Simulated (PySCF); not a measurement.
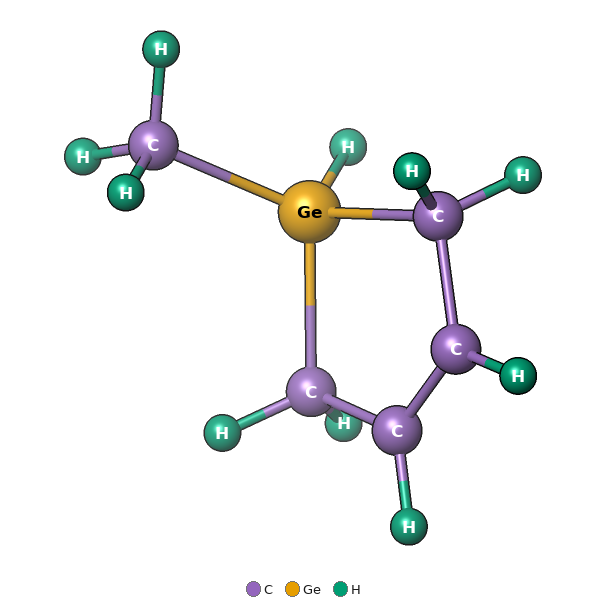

Distant atoms are faded towards the background colour. The computed structure is the end point of a GFN2-xTB optimisation. No frequency run is at hand to confirm it as a minimum.

Q: List the symmetry elements and name the point group.

A: It has 1 mirror plane, so the point group is Cs. The group has 2 operations. The geometry is achiral, and symmetry allows a dipole moment.
